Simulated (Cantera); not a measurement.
Charge: 1 mol S, a varied amount of O2, equilibrated at 2375 °C and 1.00 bar.

These are equilibrium values from Cantera (NASA tables, ideal gas, pure condensed phases), not measurements of a reactor. Candidate condensed phases: S; 10 gas species. Kinetics and transport are ignored.

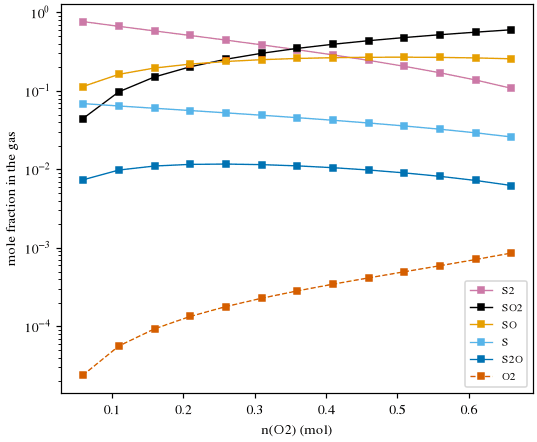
Fig. 1. Equilibrium gas composition (values under 1e-9 drawn at 1e-9)

Q: Read off the mole fractions at 0.46 mol O2.

A: SO2 about 0.44, SO about 0.27, S2 about 0.24, S about 0.039, S2O about 0.0098, O2 about 0.00042.
